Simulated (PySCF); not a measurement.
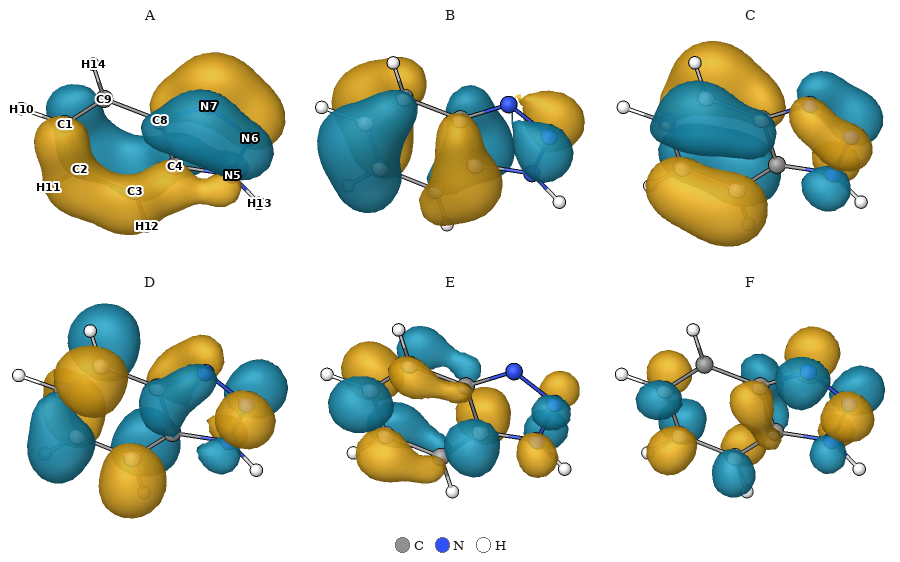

Figure 1: C₆H₅N₃, SMILES `c1ccc2[nH]nnc2c1`. Natural orbitals of the π active space, CASSCF(10,9), triplet state at the geometry of the singlet, in order of falling occupation. Only those nearest the frontier are drawn.

Computed with PySCF, 6-31G* basis, geometry: GFN2-xTB. No frequency check shows the geometry to be a minimum.

Cartesian coordinates (Å):

```
C1       2.0933   -0.6789    0.0000
C2       2.0709    0.7235    0.0000
C3       0.8927    1.4352    0.0000
C4      -0.2799    0.6904    0.0000
N5      -1.6068    0.9912    0.0000
N6      -2.3283   -0.1409    0.0000
N7      -1.5670   -1.1481    0.0000
C8      -0.2684   -0.7278    0.0000
C9       0.9390   -1.4253    0.0000
H10      3.0508   -1.1780    0.0000
H11      3.0095    1.2574    0.0000
H12      0.8771    2.5143    0.0000
H13     -2.0574    1.8916    0.0000
H14      0.9497   -2.5028    0.0000
```

Q: What are the natural occupation numbers?

A: A 1.89, B 1.82, C 1.14, D 0.86, E 0.18, F 0.12.

Q: Where does the lowest triplet lie relative to the singlet, at this geometry and within this active space?

A: 4.02 eV above it by strongly contracted NEVPT2 (+3.71 eV by CASSCF); a small basis tends to put such gaps a few tenths of an eV too high. This is a vertical energy for π states alone; a state that uses lone pairs or σ orbitals may lie lower.
